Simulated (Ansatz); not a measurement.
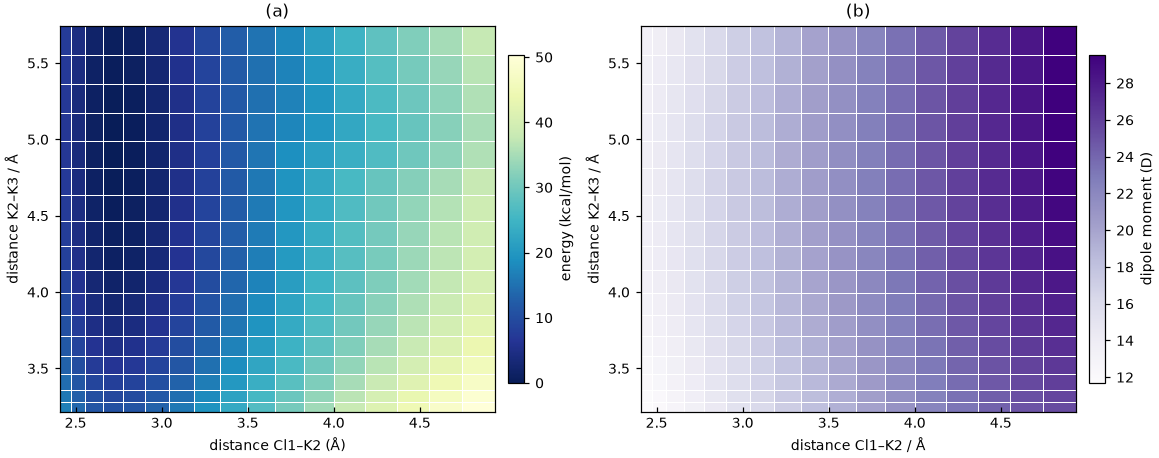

The system Cl + K₂, spin multiplicity 2. First axis: distance Cl1–K2. Second axis: distance K2–K3. Nothing is relaxed (the angle Cl1–K2–K3 is fixed at 180 degrees). Grid: 17 × 17 points. Points are written as (first, second). Energies are in kcal/mol, from the lowest grid point. The D4 coefficients can switch as the alkali atoms part, which puts small steps into the map. These are results of Ansatz 0.2.0, UKS PBE0-D4/def2-SVPD, not measurements.

Panel (a) is the energy; panel (b) is the computed dipole moment, in D.

In the figure: one coloured cell a grid point.

Q: How does the dipole moment vary over the map, and what is it at the lowest grid point?

A: Leaving out the highest fifth of the energies, it runs from 11.7 D at (2.440 Å, 3.248 Å) to 27.2 D at (4.458 Å, 5.080 Å). At the lowest grid point, (2.712 Å, 4.899 Å), it is 15.7 D.

| distance K2–K3 ↓, distance Cl1–K2 → | 2.505 | 2.712 | 2.969 | 3.259 | 3.576 | 3.915 | 4.272 | 4.647 |
| --- | --- | --- | --- | --- | --- | --- | --- | --- |
| 5.648 | 13.8 | 15.3 | 17.0 | 19.0 | 21.2 | 23.4 | 25.8 | 28.2 |
| 5.266 | 14.1 | 15.6 | 17.3 | 19.3 | 21.4 | 23.7 | 26.0 | 28.4 |
| 4.899 | 14.3 | 15.7 | 17.5 | 19.4 | 21.5 | 23.7 | 26.0 | 28.3 |
| 4.551 | 14.3 | 15.7 | 17.4 | 19.4 | 21.4 | 23.6 | 25.8 | 28.0 |
| 4.223 | 14.0 | 15.5 | 17.2 | 19.1 | 21.2 | 23.3 | 25.5 | 27.6 |
| 3.919 | 13.7 | 15.1 | 16.8 | 18.7 | 20.7 | 22.8 | 25.0 | 27.0 |
| 3.644 | 13.1 | 14.6 | 16.3 | 18.2 | 20.2 | 22.3 | 24.4 | 26.2 |
| 3.409 | 12.6 | 14.0 | 15.7 | 17.6 | 19.6 | 21.7 | 23.7 | 25.5 |
| 3.248 | 12.1 | 13.6 | 15.3 | 17.2 | 19.2 | 21.2 | 23.3 | 24.9 |

The table holds every second grid line.
